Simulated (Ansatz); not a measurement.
**C2H8FGeO (doublet): density, localisation and related maps**

The calculation's input:

```
crystal:
  periodic: [false, false, false]
  atoms:
    - { symbol: Ge, position_ang: [0.0, 0.0, 0.0] }
    - { symbol: H, position_ang: [0.0, 0.0, 1.8] }
    - { symbol: O, position_ang: [1.6691, 0.0, -0.5894] }
    - { symbol: H, position_ang: [1.9855, -0.9521, -0.7061] }
    - { symbol: C, position_ang: [-0.9232, 1.5994, -0.6527] }
    - { symbol: H, position_ang: [-1.9758, 1.3458, -0.8971] }
    - { symbol: H, position_ang: [-0.9048, 2.384, 0.1322] }
    - { symbol: H, position_ang: [-0.4128, 1.976, -1.5636] }
    - { symbol: C, position_ang: [-0.9232, -1.5994, -0.6527] }
    - { symbol: H, position_ang: [-1.4228, -2.1111, 0.1962] }
    - { symbol: H, position_ang: [-1.6833, -1.3066, -1.4068] }
    - { symbol: H, position_ang: [-0.1873, -2.288, -1.1178] }
    - { symbol: F, position_ang: [0.0, 0.0, 3.02] }
magnetization:
  spin_polarized: true
  initial_magnetization: 1
basis:
  gaussian: { orbitals: def2-SVP }
hamiltonian:
  xc: pbe
relax:
  f_tol: 0.15
  max_steps: 25
  restrain:
    - { distance: [1, 12], at: 2.12, k: 30.0 }
    - { distance: [0, 1], at: 1.55, k: 30.0 }
output:
  orbitals: {}
```

Launched as:

```sh
ansatz run input.yaml --threads 4 --pin off --max-ram 5120MiB --backend cpu --events-out ev --progress --plain --runs-dir out
```

The fields are those of the run's last geometry, not of the input's.

Not at a stationary point (largest force 1.2 eV/Å).

Level of theory: UKS PBE/def2-SVP in Ansatz.

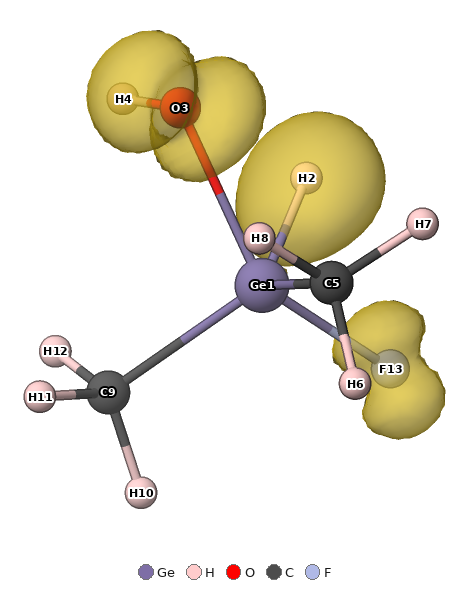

Figure 1. Isosurfaces of the spin density at +0.05 (yellow) and −0.05 e/Å³ (cyan), seen at an oblique angle.

**Which atoms carry the spin?**

The unpaired spin (1 electron) lies mostly on O3 (about 0.5), H2 (about 0.3), F13 (about 0.1) and Ge1 (about 0.1), in electrons by Hirshfeld's partition. Only one sign reaches the isovalue.

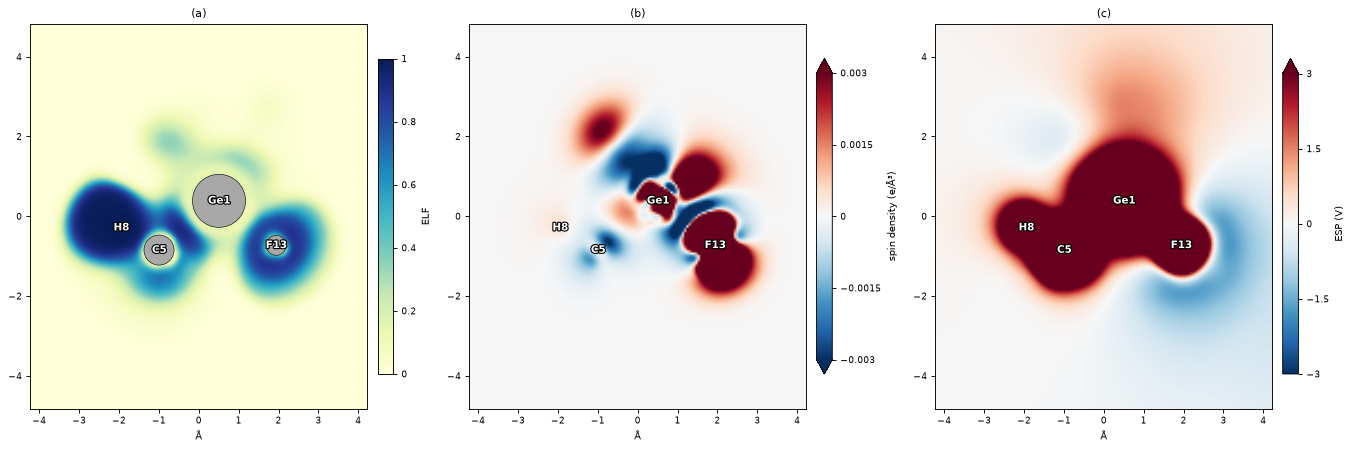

Figure 2. (a) electron localisation function; (b) spin density; (c) electrostatic potential on the plane of atoms C5, Ge1 and F13. Grey discs cover the atomic cores in the ELF map.

**What does the map show?**

The plane passes through Ge, C, H and F nuclei.
Ge–F (1.82 Å): the ELF peaks at about 0.80 in the valence shell of F, 0.5 Å from its nucleus, and is about 0.25 at the midpoint.
C–Ge (1.95 Å): the ELF peaks at about 0.90 in the valence shell of C, 0.7 Å from its nucleus, and is about 0.70 at the midpoint.
C–H (1.11 Å): the ELF climbs to about 1 towards the hydrogen, as it does in any bond to H (an ordinary covalent bond to hydrogen).
The ELF also peaks beside F13, away from the bonds: non-bonding electrons, paired or unpaired.

Outside the dense part of the molecule the potential is most negative (−1.7 V) near F13.

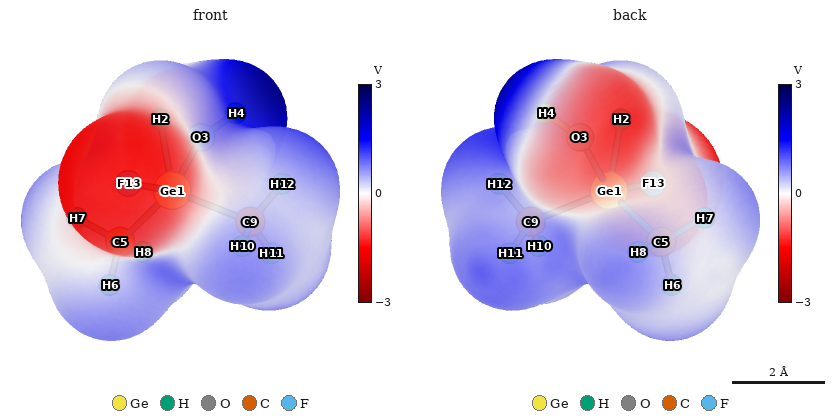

Figure 3. The molecular electrostatic potential painted on the density surface at 0.002 e/bohr³, seen from the front and from behind; red is negative and blue positive.

**Which sites attract a positive test charge, and which a negative one?**

A positive charge is drawn to the negative regions and a negative charge to the positive ones. The most negative region (about −1.5 V, or −35 kcal/mol for a unit charge) lies over F13, the most positive (about +2.4 V, or +55 kcal/mol for a unit charge) over H4.

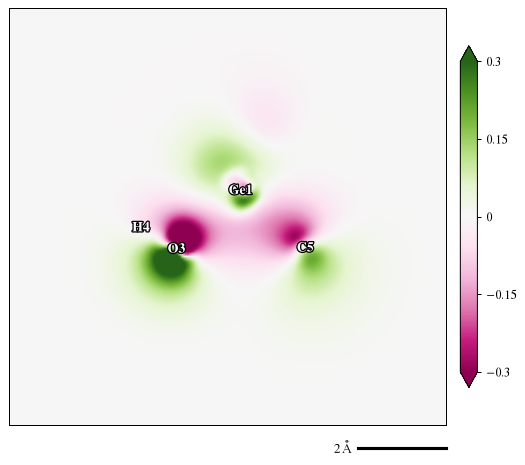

Figure 4. The HOMO (β) on the plane of atoms O3, Ge1 and C5 (values in Å⁻³ᐟ²; the overall sign is arbitrary).

**What is the character of this orbital?**

Its weight (Hirshfeld) is mainly on O3 (about 35 %), C9 (about 20 %), F13 (about 15 %) and Ge1 (about 10 %). Its energy is −6.93 eV.
